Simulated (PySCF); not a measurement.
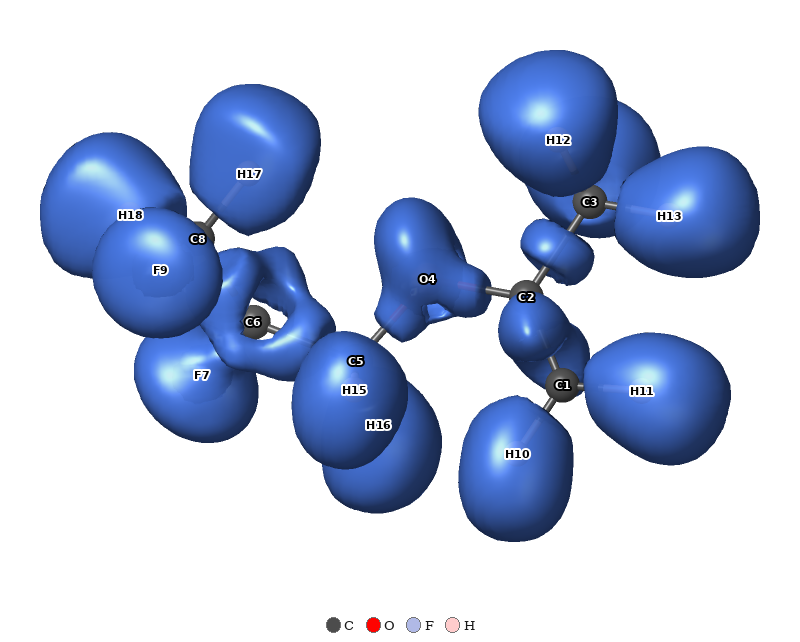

The picture shows: C$_{6}$H$_{9}$F$_{2}$O (SMILES C=C(C)OC[C](F)CF) (doublet). Isosurface of the electron localisation function at 0.75 (blue), seen across its widest extent. Core shells and regions of very low density are left out.

Geometry: GFN2-xTB.

Level of theory: PySCF 2.14.0, density-fitted response routines, UKS B3LYP, pcH-1 on C F H O, non-relativistic, mean-field spin-orbit, GIAO.

```yaml
atoms:
  - { symbol: C, position_ang: [-1.9234, 1.3495, -0.3980] }
  - { symbol: C, position_ang: [-1.5206, 0.1590, 0.0235] }
  - { symbol: C, position_ang: [-2.4114, -0.8303, 0.7130] }
  - { symbol: O, position_ang: [-0.2588, -0.3576, -0.1004] }
  - { symbol: C, position_ang: [0.7299, 0.4411, -0.7302] }
  - { symbol: C, position_ang: [2.0269, -0.2627, -0.6488] }
  - { symbol: F, position_ang: [2.7115, -0.4298, -1.7985] }
  - { symbol: C, position_ang: [2.7030, -0.6428, 0.6013] }
  - { symbol: F, position_ang: [3.2154, 0.4778, 1.2670] }
  - { symbol: H, position_ang: [-1.2848, 2.0560, -0.8951] }
  - { symbol: H, position_ang: [-2.9412, 1.6556, -0.2483] }
  - { symbol: H, position_ang: [-2.0285, -1.0408, 1.7097] }
  - { symbol: H, position_ang: [-3.4225, -0.4457, 0.7890] }
  - { symbol: H, position_ang: [-2.4191, -1.7643, 0.1548] }
  - { symbol: H, position_ang: [0.7867, 1.4124, -0.2053] }
  - { symbol: H, position_ang: [0.4728, 0.6228, -1.7819] }
  - { symbol: H, position_ang: [1.9989, -1.0960, 1.3073] }
  - { symbol: H, position_ang: [3.5564, -1.2979, 0.4092] }
```

### Describe the localisation domains.

At this value the surface marks out two regions between bonded C–C atoms (shared pairs), nine regions around hydrogen nuclei, one region on C in which the atom's valence shell and bonds are merged, two regions on F in which the atom's valence shell and bonds are merged and one region on O in which the atom's valence shell and bonds are merged. Profiles from the grid: C–C (1.33 Å): the ELF peaks at about 0.95 between the atoms (a multiple bond). C–F (1.35 Å): the ELF peaks at about 0.85 between the atoms: a shared but strongly polarised pair.
